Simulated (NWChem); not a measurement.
# Single-point calculation of SO2F2 (charge −1)

SO2F2, charge −1, multiplicity 2, computed with BLYP/6-311+G**, UKS (NWChem 7.3.0).

The geometry is that of the parent species in another charge or spin state. The geometry comes from this level: PBE0-D4/def2-TZVP.

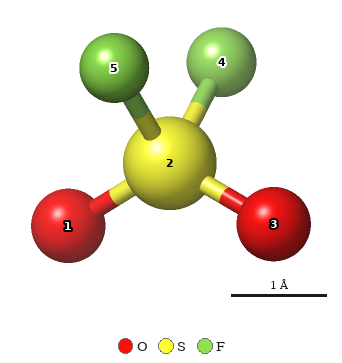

Figure 1. The structure (ball-and-stick view, seen at a tilt; atoms are numbered from 1 in the order of the input). Bond lengths as drawn: F–S 1.54 Å and O–S 1.40 Å.

### The input
```
echo
start m1
memory stack 880 mb heap 220 mb global 1100 mb
charge -1

geometry noautosym nocenter noautoz
  O     -0.388200    -0.151100     1.421700
  S      0.070900    -0.096900     0.095900
  O      1.129600    -0.862200    -0.418700
  F     -1.140900    -0.267600    -0.837400
  F      0.328600     1.377800    -0.261400
end

basis "ao basis" spherical bse
  * library 6-311+G**
end

dft
  xc becke88 lyp
  mult 2
  grid fine
  convergence energy 1e-08
  iterations 100
  mulliken
  print low
end

task dft energy
```

Launched with:
```bash
nwchem m1.nw > m1.out
```

### Output
```
============================== echo of input deck ==============================
echo
start m1
memory stack 880 mb heap 220 mb global 1100 mb
charge -1

geometry noautosym nocenter noautoz
  O     -0.388200    -0.151100     1.421700
  S      0.070900    -0.096900     0.095900
  O      1.129600    -0.862200    -0.418700
  F     -1.140900    -0.267600    -0.837400
  F      0.328600     1.377800    -0.261400
end

basis "ao basis" spherical bse
  * library 6-311+G**
end

dft
  xc becke88 lyp
  mult 2
  grid fine
  convergence energy 1e-08
  iterations 100
  mulliken
  print low
end

task dft energy
================================================================================

             Northwest Computational Chemistry Package (NWChem) 7.3.0
             --------------------------------------------------------

           Job information
           ---------------

    nwchem branch   = 7.3.0
    use scalapack   = T
    input           = m1.nw
    prefix          = m1.
    data base       = ./m1.db
    status          = startup
    nproc           =        1

           Memory information
           ------------------

    heap     =     28835840 doubles =      220.0 Mbytes
    stack    =    115343357 doubles =      880.0 Mbytes
    global   =    144179200 doubles =     1100.0 Mbytes (distinct from heap & stack)
    total    =    288358397 doubles =     2200.0 Mbytes
    verify   = yes
    hardfail = no

           Directory information
           ---------------------

  0 permanent = .
  0 scratch   = .

                                NWChem Input Module
                                -------------------

 Scaling coordinates for geometry "geometry" by  1.889725989
 (inverse scale =  0.529177249)

                             Geometry "geometry" -> ""
                             -------------------------

 Output coordinates in angstroms (scale by  1.889725989 to convert to a.u.)

  No.       Tag          Charge          X              Y              Z
 ---- ---------------- ---------- -------------- -------------- --------------
    1 O                    8.0000    -0.38820000    -0.15110000     1.42170000
    2 S                   16.0000     0.07090000    -0.09690000     0.09590000
    3 O                    8.0000     1.12960000    -0.86220000    -0.41870000
    4 F                    9.0000    -1.14090000    -0.26760000    -0.83740000
    5 F                    9.0000     0.32860000     1.37780000    -0.26140000

      Atomic Mass
      -----------

      O                 15.994910
      S                 31.972070
      F                 18.998400

 Effective nuclear repulsion energy (a.u.)     291.8361022892

            Nuclear Dipole moment (a.u.)
            ----------------------------
        X                 Y               Z
 ---------------- ---------------- ----------------
    -0.4631718398     0.6330582062    -0.6251213570

            XYZ format geometry
            -------------------
     5
 geometry
 O                    -0.38820000    -0.15110000     1.42170000
 S                     0.07090000    -0.09690000     0.09590000
 O                     1.12960000    -0.86220000    -0.41870000
 F                    -1.14090000    -0.26760000    -0.83740000
 F                     0.32860000     1.37780000    -0.26140000

 ==============================================================================
                                internuclear distances
 ------------------------------------------------------------------------------
       center one      |      center two      | atomic units |  angstroms
 ------------------------------------------------------------------------------
    2 S                |   1 O                |     2.65334  |     1.40409
    3 O                |   2 S                |     2.65326  |     1.40405
    4 F                |   2 S                |     2.90837  |     1.53904
    5 F                |   2 S                |     2.90847  |     1.53909
 ------------------------------------------------------------------------------
                         number of included internuclear distances:          4
 ==============================================================================

 ==============================================================================
                                 internuclear angles
 ------------------------------------------------------------------------------
        center 1       |       center 2       |       center 3       |  degrees
 ------------------------------------------------------------------------------
    1 O                |   2 S                |   3 O                |   124.86
    1 O                |   2 S                |   4 F                |   108.11
    1 O                |   2 S                |   5 F                |   108.12
    3 O                |   2 S                |   4 F                |   108.12
    3 O                |   2 S                |   5 F                |   108.11
    4 F                |   2 S                |   5 F                |    95.59
 ------------------------------------------------------------------------------
                            number of included internuclear angles:          6
 ==============================================================================

 Summary of "ao basis" -> "" (spherical)
 ------------------------------------------------------------------------------
       Tag                 Description            Shells   Functions and Types
 ---------------- ------------------------------  ------  ---------------------
 *                         6-311+G**                  on all atoms

                                 NWChem DFT Module
                                 -----------------

                      Basis "ao basis" -> "ao basis" (spherical)
                      -----
  [basis functions not shown]

 Summary of "ao basis" -> "ao basis" (spherical)
 ------------------------------------------------------------------------------
       Tag                 Description            Shells   Functions and Types
 ---------------- ------------------------------  ------  ---------------------
 O                         6-311+G**                10       22   5s4p1d
 S                         6-311+G**                14       30   7s6p1d
 F                         6-311+G**                10       22   5s4p1d

  Caching 1-el integrals
   Time after variat. SCF:      0.5

     ---------------------------------------------
      Total Density - Mulliken Population Analysis
     ---------------------------------------------

    Atom       Charge   Shell Charges
 -----------   ------   -------------------------------------------------------
    1 O    8     8.28   1.08  0.91  0.94  1.01  2.19  0.88  1.80 -0.71  0.17  0.01
    2 S   16    16.09   0.77  1.20  0.91  1.08  0.72  0.42  1.77  4.09  0.64  1.24  0.50  2.10  0.25  0.40
    3 O    8     8.28   1.08  0.91  0.94  1.01  2.19  0.88  1.80 -0.71  0.17  0.01
    4 F    9     9.18   1.07  0.92  1.10  1.05  2.39  0.91  1.92 -0.30  0.11  0.00
    5 F    9     9.18   1.07  0.92  1.10  1.05  2.39  0.91  1.92 -0.30  0.11  0.00

     --------------------------------------------
      Spin Density - Mulliken Population Analysis
     --------------------------------------------

    Atom       Charge   Shell Charges
 -----------   ------   -------------------------------------------------------
    1 O    8    -0.56   0.00 -0.00  0.00  0.01  0.00 -0.00  0.00 -0.59  0.02 -0.00
    2 S   16     2.48   0.00 -0.00  0.00 -0.00 -0.01  0.25  0.00 -0.00  0.00  0.00 -0.04  2.07  0.20  0.00
    3 O    8    -0.56   0.00 -0.00  0.00  0.01  0.00 -0.00  0.00 -0.59  0.02 -0.00
    4 F    9    -0.18   0.00 -0.00  0.00  0.00  0.00 -0.00  0.00 -0.19  0.00 -0.00
    5 F    9    -0.18   0.00 -0.00  0.00  0.00  0.00 -0.00  0.00 -0.19  0.00 -0.00
   Time prior to 1st pass:      0.5

           Memory utilization after 1st SCF pass:
           Heap Space remaining (MW):        0.00                  34
          Stack Space remaining (MW):      115.34           115342196

   convergence    iter        energy       DeltaE   RMS-Dens  Diis-err    time
 ---------------- ----- ----------------- --------- --------- ---------  ------
 d= 0,ls=0.0,diis     1   -747.7465618828 -1.04D+03  2.01D-01  2.14D+00     3.1
                                                     2.87D-02  2.13D+00
 d= 0,ls=0.0,diis     2   -746.1085181876  1.64D+00  9.42D-02  6.29D+00     5.5
                                                     2.30D-02  6.51D+00
 d= 0,ls=0.0,diis     3   -748.0597226765 -1.95D+00  3.53D-02  7.38D-01     7.8
                                                     7.11D-03  7.29D-01
 d= 0,ls=0.0,diis     4   -748.2529105371 -1.93D-01  2.31D-02  1.65D-01    10.2
                                                     2.86D-03  1.64D-01
 d= 0,ls=0.0,diis     5   -748.3110037777 -5.81D-02  1.91D-03  6.90D-03    12.6
                                                     6.18D-04  7.09D-03
  Resetting Diis
 d= 0,ls=0.0,diis     6   -748.3127014747 -1.70D-03  5.08D-03  1.63D-03    15.0
                                                     1.40D-04  1.58D-03
 d= 0,ls=0.0,diis     7   -748.3132749436 -5.73D-04  2.49D-03  4.55D-05    17.5
                                                     9.56D-05  4.76D-05
 d= 0,ls=0.0,diis     8   -748.3132255475  4.94D-05  1.63D-03  1.62D-04    20.1
                                                     4.74D-05  1.57D-04
 d= 0,ls=0.0,diis     9   -748.3132971041 -7.16D-05  6.72D-05  2.40D-07    22.6
                                                     5.88D-06  2.80D-07
 d= 0,ls=0.0,diis    10   -748.3132971445 -4.04D-08  1.10D-05  1.91D-07    25.1
                                                     2.90D-06  1.78D-07
 d= 0,ls=0.0,diis    11   -748.3132972022 -5.77D-08  1.70D-05  1.51D-08    27.7
                                                     1.18D-06  1.22D-08
 d= 0,ls=0.0,diis    12   -748.3132972038 -1.59D-09  7.55D-06  1.34D-08    30.2
                                                     1.27D-06  1.46D-08

         Total DFT energy =     -748.313297203765
      One electron energy =    -1622.839839361019
           Coulomb energy =      646.862602624836
    Exchange-Corr. energy =      -64.172162756797
 Nuclear repulsion energy =      291.836102289215

 Numeric. integr. density =       50.999999786580

     Total iterative time =     29.7s

     ---------------------------------------------
      Total Density - Mulliken Population Analysis
     ---------------------------------------------

    Atom       Charge   Shell Charges
 -----------   ------   -------------------------------------------------------
    1 O    8     7.76   1.09  0.91  0.98  1.05  2.02  0.85  1.42 -0.57  0.01  0.02
    2 S   16    17.60   0.77  1.19  0.93  1.06  1.10  0.50  1.86  4.01  1.03  1.73  0.90  1.68  0.06  0.77
    3 O    8     7.76   1.09  0.91  0.98  1.05  2.02  0.85  1.42 -0.57  0.01  0.02
    4 F    9     8.94   1.08  0.92  1.19  1.11  2.33  0.87  1.69 -0.27  0.03  0.01
    5 F    9     8.94   1.08  0.92  1.19  1.11  2.33  0.87  1.69 -0.27  0.03  0.01

     --------------------------------------------
      Spin Density - Mulliken Population Analysis
     --------------------------------------------

    Atom       Charge   Shell Charges
 -----------   ------   -------------------------------------------------------
    1 O    8    -0.46   0.00 -0.00  0.01  0.01  0.01 -0.02 -0.00 -0.45 -0.02  0.00
    2 S   16     2.20   0.00 -0.00  0.00 -0.00  0.02  0.46  0.00 -0.00  0.01  0.01  0.01  1.67  0.01  0.01
    3 O    8    -0.46   0.00 -0.00  0.01  0.01  0.01 -0.02 -0.00 -0.45 -0.02  0.00
    4 F    9    -0.14   0.00 -0.00  0.01  0.01  0.01 -0.02  0.00 -0.15  0.00  0.00
    5 F    9    -0.14   0.00 -0.00  0.01  0.01  0.01 -0.02  0.00 -0.15  0.00  0.00

     -------------------------------------------
      Total Density - Lowdin Population Analysis
     -------------------------------------------

    Atom       Charge   Shell Charges
 -----------   ------   -------------------------------------------------------
    1 O    8     8.57   1.03  0.95  0.97  0.94  2.02  0.63  1.52  0.17  0.31  0.03
    2 S   16    15.10   0.90  1.09  0.94  1.01  0.63  0.24  2.09  3.60  1.15  1.38  0.40  0.63  0.13  0.93
    3 O    8     8.57   1.03  0.95  0.97  0.94  2.02  0.63  1.52  0.17  0.31  0.03
    4 F    9     9.38   1.03  0.96  1.20  1.03  2.31  0.70  1.62  0.17  0.36  0.01
    5 F    9     9.38   1.03  0.96  1.20  1.03  2.31  0.70  1.62  0.17  0.36  0.01

     ------------------------------------------
      Spin Density - Lowdin Population Analysis
     ------------------------------------------

    Atom       Charge   Shell Charges
 -----------   ------   -------------------------------------------------------
    1 O    8     0.08   0.00  0.00  0.01  0.02  0.01  0.00 -0.00  0.03  0.00  0.00
    2 S   16     0.65   0.00  0.00  0.01  0.00  0.02  0.02  0.00  0.00  0.01  0.00  0.00  0.57  0.01  0.01
    3 O    8     0.08   0.00  0.00  0.01  0.02  0.01  0.00 -0.00  0.03  0.00  0.00
    4 F    9     0.09   0.00  0.00  0.01  0.02  0.01  0.00 -0.00  0.03  0.01  0.00
    5 F    9     0.09   0.00  0.00  0.01  0.02  0.01  0.00 -0.00  0.03  0.01  0.00

     --------------------------
     Expectation value of S2:
     --------------------------
      <S2> =      0.7502 (Exact =     0.7500)

 Task  times  cpu:       30.2s     wall:       30.2s
 Total times  cpu:       30.2s     wall:       30.2s
```

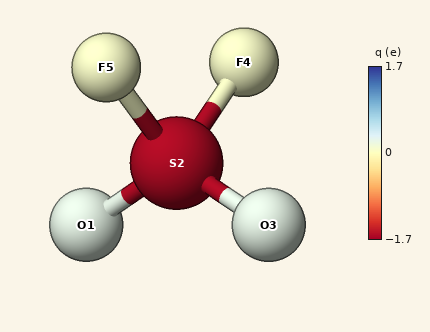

Figure 2. Mulliken charges, as the colour of each atom (ball-and-stick view, seen at a tilt; atoms are numbered from 1 in the order of the input). By element: O +0.24, S −1.60 and F +0.06 e.

### Key numbers

| quantity | value |
| --- | --- |
| outcome | converged |
| total energy | −748.313297 hartree |
| ⟨S²⟩ | 0.750 |
| hardware | 1 thread of Intel Xeon (Sapphire Rapids), 16 GiB of memory available, shared host |
| wall time | 31 s |
| peak memory | 0.11 GiB |
